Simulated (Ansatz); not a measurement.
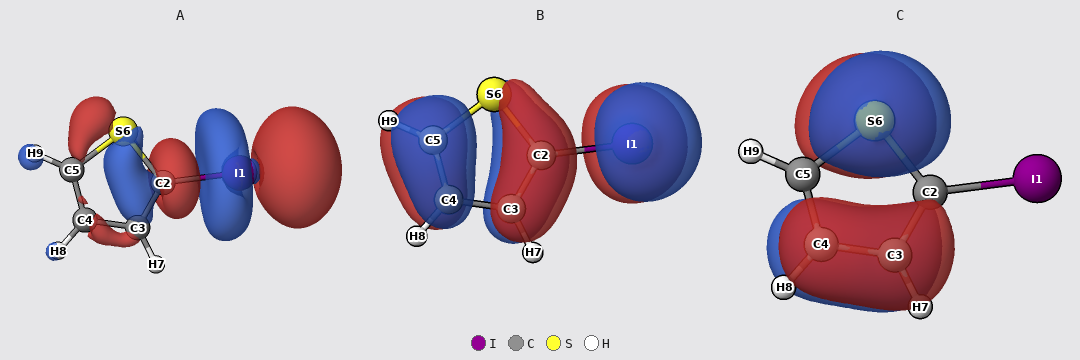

The picture shows: C$_{4}$H$_{3}$IS (SMILES Ic1cccs1). Three frontier orbitals at ±0.08 Å⁻³ᐟ² (red and blue are the two phases), in no order.

Geometry: PBE0-D4/def2-TZVP; core potentials replace the inner electrons of I.

Method: RKS PBE0-D4/def2-TZVPP (Ansatz 0.2.0).

```xyz
9

I     0.9944    0.2735   -3.1255
C     0.3192    0.2285   -1.1802
C     0.4814   -0.7797   -0.2750
C    -0.1148   -0.4702    0.9721
C    -0.7105    0.7557    0.9842
S    -0.5516    1.5439   -0.5210
H     1.0041   -1.7002   -0.4944
H    -0.1002   -1.1344    1.8260
H    -1.2337    1.2366    1.7967
```

### Which picture is the HOMO−1, the HOMO and the LUMO?

C is the HOMO−1 (−7.56 eV). It lies mainly on S6 (about 45 %), C3 (about 20 %) and C4 (about 20 %); it changes sign across the molecular plane (π type); π-bonding across C3–C4. B is the HOMO (−6.62 eV). It lies mainly on I1 (about 40 %), C5 (about 20 %), C2 (about 15 %), C3 (about 10 %) and C4 (about 10 %); it changes sign across the molecular plane (π type); π-bonding across C2–C3 and C4–C5; π-antibonding (a node) across I1–C2 and C3–C4. A is the LUMO (−0.89 eV). By Hirshfeld shares it lies mainly on I1 (about 65 %), C2 (about 25 %) and S6 (about 5 %); it is symmetric in the molecular plane (an in-plane orbital: σ, lone-pair or in-plane π type).

### What is the HOMO–LUMO gap?

5.73 eV between the orbital energies.
